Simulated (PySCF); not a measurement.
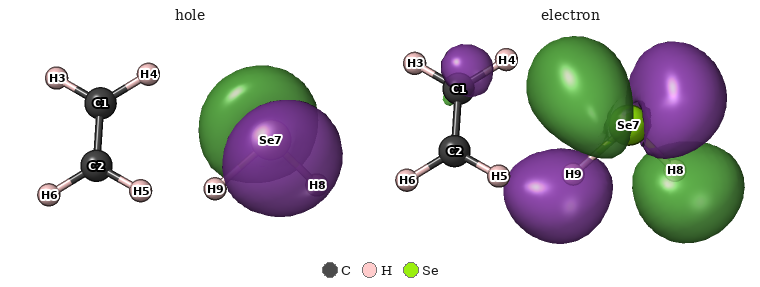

C$_{2}$H$_{6}$Se, SMILES `C=C.[SeH2]`. Leading natural transition orbital pair of S₁ (TDA singlet states); the surfaces enclose about 78 % of each orbital's density.

Computed with PySCF, CAM-B3LYP/def2-SVP, geometry: GFN2-xTB. The pair's geometry is semi-empirical, so its contact may be too short or too long. GFN2-xTB bond lengths at metals and heavier atoms can be off by up to 0.1 Å and shapes distorted, which carries into these values. Without diffuse functions Rydberg states are missing, so the states' numbers hold for this basis only.

Geometry (Å), atoms numbered from 1:

```
C1      -2.4174    0.6740   -0.0151
C2      -2.6763   -0.6142    0.0684
H3      -3.0119    1.3415   -0.6169
H4      -1.5954    1.1262    0.5213
H5      -2.0811   -1.2765    0.6778
H6      -3.4988   -1.0686   -0.4598
Se7      1.1260    0.0288    0.0231
H8       2.2560   -0.7043   -0.4746
H9       0.2102   -0.7565   -0.7541
```

Where does the state lie, and where do hole and electron sit?

Answer. 5.54 eV (224 nm), f = 0.000 (very weak); the leading pair carries 100 %; hole on Se7 (91 %), electron on Se7 (57 %), H8 (19 %) and H9 (15 %); their centroids lie 0.2 Å apart. In canonical orbitals it is mainly HOMO → LUMO (60 %). The HOMO–LUMO gap is 9.49 eV.
